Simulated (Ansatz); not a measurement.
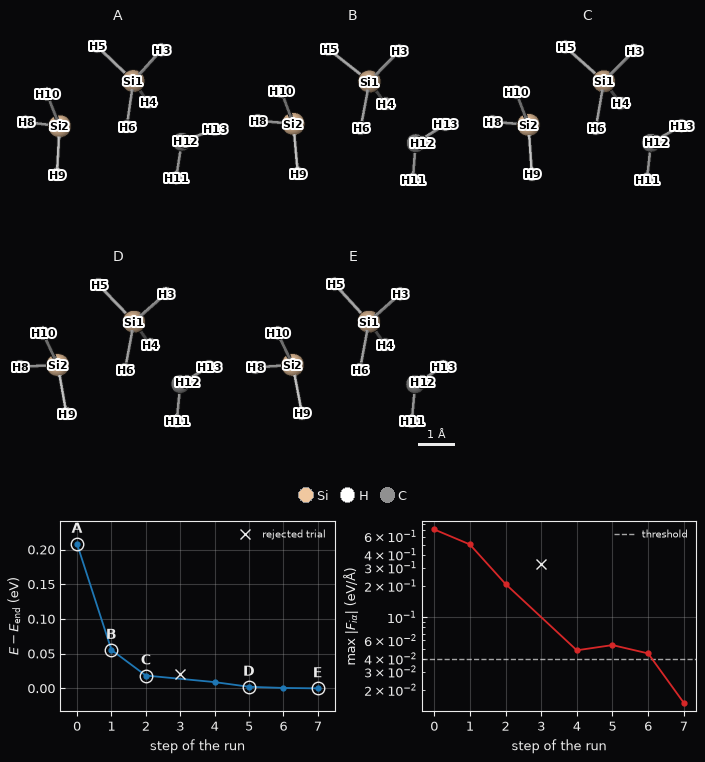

Frames of a constrained relaxation of CH₁₀Si₂, marked on the history of the run. The picture is a ball-and-stick view, seen at a tilt.

The reaction that was planned forms Si1–C7, Si2–H6 and breaks Si1–Si2, H6–C7 (atoms numbered from 1 in input order).

Method: RKS PBE0-D4/def2-SVP in Ansatz. Set-up: held fixed: the distance between atoms 1 (Si) and 7 (C), the distance between atoms 2 (Si) and 6 (H), the distance between atoms 1 (Si) and 2 (Si), the distance between atoms 6 (H) and 7 (C), counting from 1; force threshold 0.04 eV/Å; at most 150 steps.

> Describe the path.

The atom that moves furthest after the best rigid fit is an H atom (0.29 Å). Largest moves by element: H 0.29 Å, Si 0.10 Å, C 0.06 Å. Near-neighbour distances that change, for instance: H–Si 1.600 → 1.661 Å, H–Si 1.456 → 1.495 Å, H–Si 1.505 → 1.526 Å, C–H 1.087 → 1.100 Å. Bond angles that change, for instance: H–Si–H 100.0° → 102.5°, H–Si–H 101.7° → 99.2°, H–Si–H 126.9° → 124.4°. After 6 accepted moves (7 points after the start) the energy has fallen by 0.208 eV. Largest force component: 0.7 eV/Å at the start, 0.015 eV/Å at the end. The line search rejected the trial step at point 3 of the run. From step 0 to 1: an H atom moves most (0.19 Å), energy −0.153 eV. From step 1 to 2: an H atom moves most (0.09 Å), energy −0.037 eV. From step 2 to 5: an H atom moves most (0.14 Å), energy −0.016 eV. From step 5 to 7: an H atom moves most (0.04 Å), energy −0.002 eV.

```json
{"step": "0", "E − E(0), eV": "0.0000", "largest force component, eV/Å": "0.7020", "note": ""}
{"step": "1", "E − E(0), eV": "-0.1529", "largest force component, eV/Å": "0.5033", "note": ""}
{"step": "2", "E − E(0), eV": "-0.1898", "largest force component, eV/Å": "0.2098", "note": ""}
{"step": "3", "E − E(0), eV": "-0.1875", "largest force component, eV/Å": "0.3293", "note": "rejected"}
{"step": "4", "E − E(0), eV": "-0.1993", "largest force component, eV/Å": "0.0483", "note": ""}
{"step": "5", "E − E(0), eV": "-0.2060", "largest force component, eV/Å": "0.0542", "note": ""}
{"step": "6", "E − E(0), eV": "-0.2077", "largest force component, eV/Å": "0.0451", "note": ""}
{"step": "7", "E − E(0), eV": "-0.2083", "largest force component, eV/Å": "0.0151", "note": ""}
```
